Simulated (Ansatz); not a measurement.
**Cl2GaH···NH3: density, localisation and related maps**

Input

```
crystal:
  periodic: [false, false, false]
  atoms:
    - { symbol: Ga, position_ang: [0.0, 0.0, 0.0] }
    - { symbol: H, position_ang: [0.0, 0.0, 1.92] }
    - { symbol: Cl, position_ang: [1.9398, 0.0, -1.12] }
    - { symbol: Cl, position_ang: [-1.9398, 0.0, -1.12] }
    - { symbol: "N", position_ang: [0.0932, -2.1142, 0.7032] }
    - { symbol: H, position_ang: [-0.4251, -2.8722, 0.1737] }
    - { symbol: H, position_ang: [0.6559, -2.3611, 1.5669] }
    - { symbol: H, position_ang: [0.0454, -1.0306, 1.8459] }
basis:
  gaussian: { orbitals: def2-SVP }
hamiltonian:
  xc: r2scan
relax:
  f_tol: 0.15
  max_steps: 25
  restrain:
    - { distance: [0, 4], at: 3.13, k: 30.0 }
    - { distance: [7, 1], at: 1.86, k: 30.0 }
    - { distance: [0, 1], at: 1.57, k: 30.0 }
    - { distance: [7, 4], at: 1.06, k: 30.0 }
output:
  orbitals: {}
```

Run with:

```sh
ansatz run input.yaml --threads 4 --pin off --max-ram 5120MiB --backend cpu --events-out ev --progress --plain --runs-dir out
```

The fields are those of the run's last geometry, not of the input's.

Not at a stationary point (largest force 1.0 eV/Å).

Theory: Ansatz, RKS r2SCAN/def2-SVP.

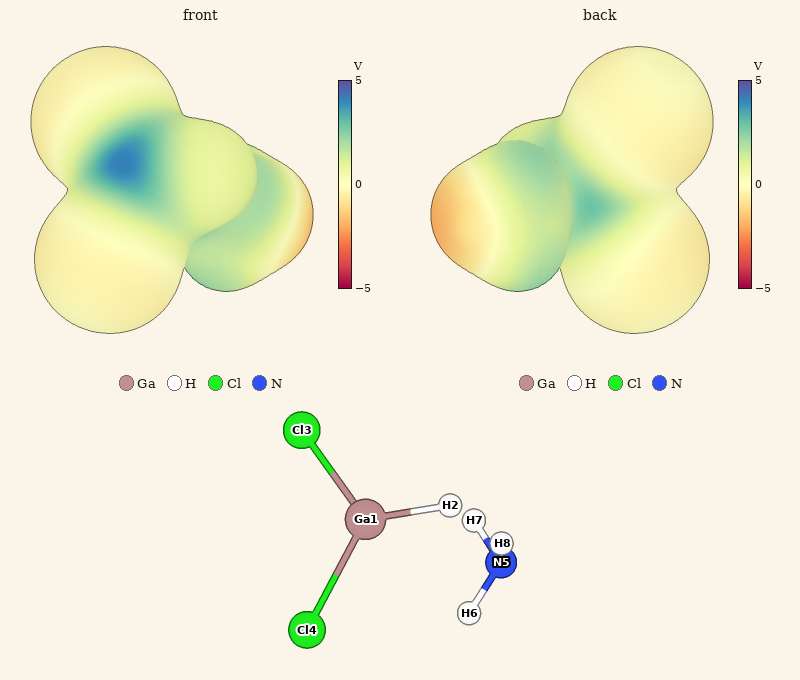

Figure 1. The molecular electrostatic potential painted on the density surface at 0.004 e/bohr³, seen from the front and from behind; the colour scale runs from red (negative) to blue (positive). The bare structure is drawn below in the same view.

> Where is the surface potential most negative and most positive?

The most negative region (about −1.8 V) lies over N5, the most positive (about +3.9 V) over Ga1. N5 is the likeliest acceptor of a hydrogen bond.

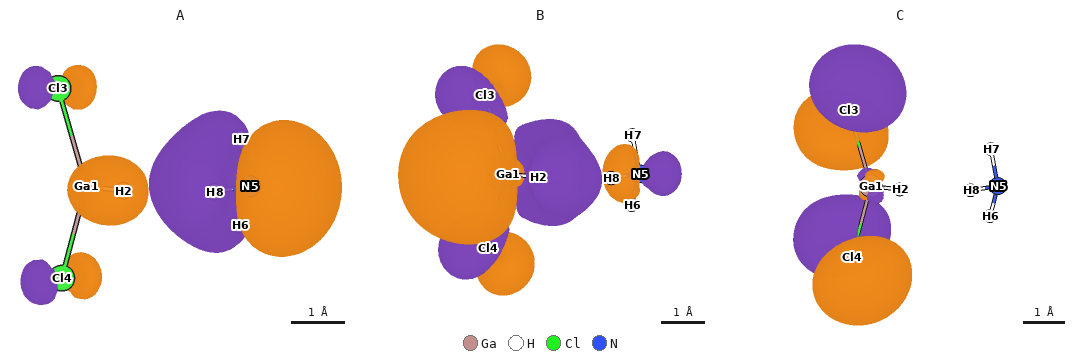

Figure 2. Three frontier orbitals at ±0.08 Å⁻³ᐟ² (orange and purple are the two phases), in no order.

> Order the three orbitals by energy and name them.

C is the HOMO−1 (−8.04 eV). It lies mainly on Cl4 (about 50 %) and Cl3 (about 45 %); largely a combination of lone pairs on Cl4 and Cl3. A is the HOMO (−6.82 eV). It lies mainly on N5 (about 75 %); largely a lone pair of N5. B is the LUMO (−1.97 eV). It lies mainly on Ga1 (about 65 %), Cl3 (about 10 %), Cl4 (about 10 %) and H2 (about 5 %).

> What is the HOMO–LUMO gap?

4.85 eV between the orbital energies.

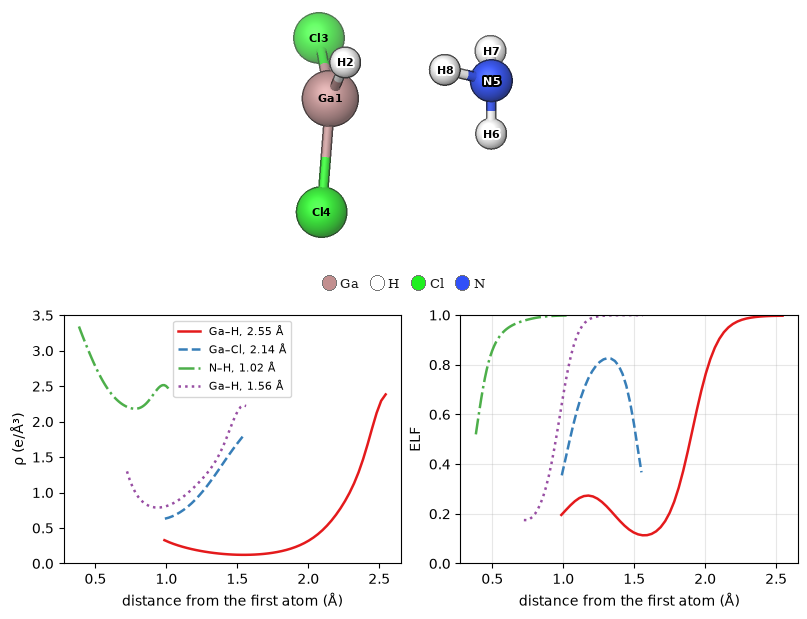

Figure 3. Electron density and ELF along straight lines between neighbouring atoms. The curves leave out the atomic cores. The structure is drawn too.

> Compare the contacts.

Ga1···H8 (2.55 Å): the density falls to about 0.12 e/Å³ on the way; the ELF dips to about 0.10 between them.
Ga–Cl (2.14 Å): ρ at the midpoint is about 0.69 e/Å³; the ELF peaks at about 0.85 in the valence shell of Cl, 0.8 Å from its nucleus, and is about 0.55 at the midpoint.
N–H (1.02 Å): ρ is about 2.7 e/Å³ halfway; the ELF climbs to about 1 towards the hydrogen, as it does in any bond to H (a covalent bond by its length).
Ga–H (1.56 Å): the density is about 1 e/Å³ at the midpoint; the ELF climbs to about 1 towards the hydrogen.
